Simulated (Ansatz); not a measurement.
**InHCl (SMILES [Cl][InH]): levels of theory compared**

We compute a comparison of 5 runs (UHF/STO-3G, U-r2SCAN0/STO-3G, UCAM-B3LYP/STO-3G, USVWN5/STO-3G, UCCSDT/STO-3G) of InHCl. 

The results are computed with Ansatz 0.2.0.

69 further runs of the same task are left out: 6 that didn't finish, 63 set aside as unsound or not needed.

**1. The system as given**

The species is InHCl (3 atoms), meant as a doublet with charge 0. As SMILES, `[Cl][InH]`. The H3–In2 distance was set to 3.546 Å, away from the relaxed value. At this shape a bond of the SMILES string is far longer than usual.

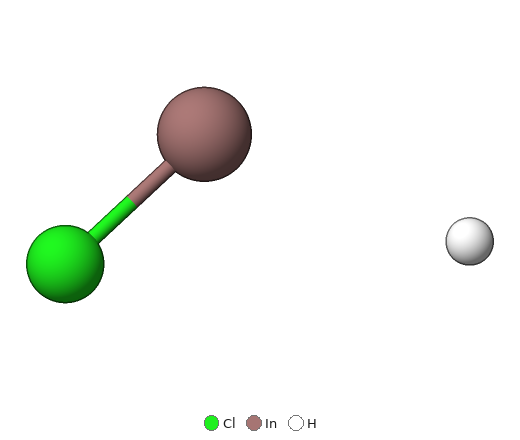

The structure, seen from a chosen angle (chlorine green, indium brown, hydrogen white).

**2. The energy at UHF/STO-3G (run 1)**

run.yaml reads:

```yaml
crystal:
  periodic: [false, false, false]
  atoms:
    - {symbol: Cl, position_ang: [-2.469704, 1.943108, -1.149401]}
    - {symbol: In, position_ang: [-0.410404, 2.088708, 0.004099]}
    - {symbol: H, position_ang: [1.229400, -1.003900, 0.568100]}
basis:
  gaussian: {orbitals: STO-3G}
magnetization: {spin_polarized: true, initial_magnetization: 1}
hamiltonian: {xc: hf}
accuracy: high
```

The run is started by

```console
ansatz run run.yaml --threads 1 --pin off --max-ram 2610MiB --events-out events.jsonl --progress --plain --runs-dir runs
```

Standard output:

```text
Warning: RAYON_NUM_THREADS=1 ignored (pool sized by the plan → 1); use --threads N
Functional definition: HF
  name "HF"
  exchange = exact_x
  correlation = 0
657 factors; integrals over basis functions are off by at most 1.5e-8 eV
mean field evaluation 1: about -167021.3860 eV, gradient 8.8e0 eV
mean field evaluation 2: about -167021.4247 eV, gradient 8.8e0 eV
mean field evaluation 4: about -167023.1474 eV, gradient 5.3e-1 eV
mean field evaluation 8: about -167023.1538 eV, gradient 9.4e-6 eV
mean field evaluation 16: about -167022.6724 eV, gradient 2.4e0 eV
mean field evaluation 32: about -167022.6068 eV, gradient 2.7e0 eV
mean field evaluation 64: about -167023.1538 eV, gradient 2.2e-8 eV
mean field -167023.15377215 eV, -6137.9876887667 hartree, gradient 2.2e-8 eV, S^2 0.759156; 0 other end points of the search recorded, 0 dependent functions left out
reference -167023.15377215 eV, -6137.9876887667 hartree; 34, 33 occupied and 3, 4 virtual orbitals, 657 factors
Total energy: -167023.15377215 eV, -6137.9876887667 hartree
```

Wall time 1.2 s (1 thread of Arm Neoverse V1, shared host); peak memory 0.12 GiB.

**3. The energy at U-r2SCAN0/STO-3G (run 2)**

in.yaml reads:

```yaml
crystal:
  periodic: [false, false, false]
  atoms:
    - {symbol: Cl, position_ang: [-2.469704, 1.943108, -1.149401]}
    - {symbol: In, position_ang: [-0.410404, 2.088708, 0.004099]}
    - {symbol: H, position_ang: [1.229400, -1.003900, 0.568100]}
basis:
  gaussian: {orbitals: STO-3G}
magnetization: {spin_polarized: true, initial_magnetization: 1}
hamiltonian: {xc: {name: r2SCAN0}}
accuracy: high
```

The run is started by

```console
ansatz run in.yaml --threads 1 --pin off --max-ram 2610MiB --events-out events.jsonl --progress --plain --runs-dir runs
```

Standard output:

```text
Warning: RAYON_NUM_THREADS=1 ignored (pool sized by the plan → 1); use --threads N
Functional definition: r2SCAN0
  name "r2SCAN0"
  parameter a = 0.25
  parameter k0 = 0.174
  parameter k1 = 0.065
  parameter a1 = 4.9479
  exchange = (1 - a)*r2scan_x(k0 = k0, k1 = k1, a1 = a1) + a*exact_x
  correlation = r2scan_c
657 factors; integrals over basis functions are off by at most 1.5e-8 eV
mean field evaluation 1: about -167093.3257 eV, gradient 1.5e1 eV
mean field evaluation 2: about -167085.0839 eV, gradient 1.3e1 eV
mean field evaluation 4: about -167096.1439 eV, gradient 1.1e1 eV
mean field evaluation 8: about -167100.9756 eV, gradient 2.5e-1 eV
mean field evaluation 16: about -167100.9987 eV, gradient 2.2e-3 eV
mean field evaluation 32: about -167099.6157 eV, gradient 5.9e0 eV
mean field -167100.99867392 eV, -6140.8484361416 hartree, gradient 6.9e-8 eV, S^2 0.751941; 4 other end points of the search recorded, 0 dependent functions left out
reference -167100.99867465 eV, -6140.8484361685 hartree; 34, 33 occupied and 3, 4 virtual orbitals, 657 factors
Total energy: -167100.99867465 eV, -6140.8484361685 hartree
```

Wall time 11 s (1 thread of Arm Neoverse V1, shared host); peak memory 0.28 GiB.

Runs 3 to 4 aren't shown in full; the table further down has their settings and results.

**4. A single-point energy at UCCSDT/STO-3G (run 5)**

run.yaml reads:

```yaml
crystal:
  periodic: [false, false, false]
  atoms:
    - {symbol: Cl, position_ang: [-2.469704, 1.943108, -1.149401]}
    - {symbol: In, position_ang: [-0.410404, 2.088708, 0.004099]}
    - {symbol: H, position_ang: [1.229400, -1.003900, 0.568100]}
basis:
  gaussian:
    orbitals: STO-3G
magnetization:
  spin_polarized: true
  initial_magnetization: 1
correlation:
  method: ccsdt
  frozen_orbitals: {Cl: 5, H: 0, In: 18}
accuracy: high
scf:
  omitted_lower_state_checks: [cluster_reference, increment]
```

The run is started by

```console
ansatz run run.yaml --threads 1 --pin off --max-ram 2610MiB --events-out events.jsonl --progress --plain --runs-dir runs
```

Standard output (excerpt; [...] marks lines left out):

```text
Warning: RAYON_NUM_THREADS=1 ignored (pool sized by the plan → 1); use --threads N
[... 2 set-up lines as earlier in the session ...]
[...]
657 factors; integrals over basis functions are off by at most 1.5e-8 eV
[...]
mean field -167023.15377215 eV, -6137.9876887667 hartree, gradient 2.2e-8 eV, S^2 0.759156; 4 other end points of the search recorded, 0 dependent functions left out
23 core orbitals not correlated: weight in the atoms' cores, before any rotation towards them, 1.000 or more for the frozen orbitals, at most 0.000 for the correlated occupied ones
reference -167023.15377215 eV, -6137.9876887667 hartree; 11, 10 occupied and 3, 4 virtual orbitals, 657 factors
second order -0.66662635 eV of doubles, -0.00000000 eV of singles
cycle   1  -0.86062031 eV  change   -1.9e-1 eV  update   7.0e-2
[...]
cycle  33  -1.04922261 eV  change    1.1e-9 eV  update   2.4e-9
Total energy: -167024.20299476 eV, -6138.0262469864 hartree
Checks for a lower state left out: cluster_reference, increment
```

It took 3.6 s on 1 thread of Arm Neoverse V1, shared host; peak memory 0.17 GiB.

**5. Overview of the runs**

```csv
run,level,frozen core orbitals,energy (Eh),⟨S²⟩,wall time
1,UHF/STO-3G,–,-6137.987689,0.759,1.2 s
2,U-r2SCAN0/STO-3G,–,-6140.848436,0.752,11 s
3,UCAM-B3LYP/STO-3G,–,-6140.707082,0.751,4.2 s
4,USVWN5/STO-3G,–,-6133.375818,0.751,1.9 s
5,UCCSDT/STO-3G,23,-6138.026247,0.759,3.6 s
```

**6. Summary of results**

| quantity | value |
| --- | --- |
| run 5: total energy | -6138.02625 Eh |
| run 5: correlation energy (23 core orbitals frozen) | -38.6 mEh |
| run 5: ⟨S²⟩ of the reference determinant | 0.759 |
| run 5: T1 diagnostic | 0.011 |

Totals of different functionals can't be ranked against each other. In runs 1, 2, 3, 4, 5 the basis is minimal, so the values are rough. In runs 1, 2, 3, 4, 5 relativity is left out where basis or elements ask for it. All runs together took 21 s, the longest 11 s.
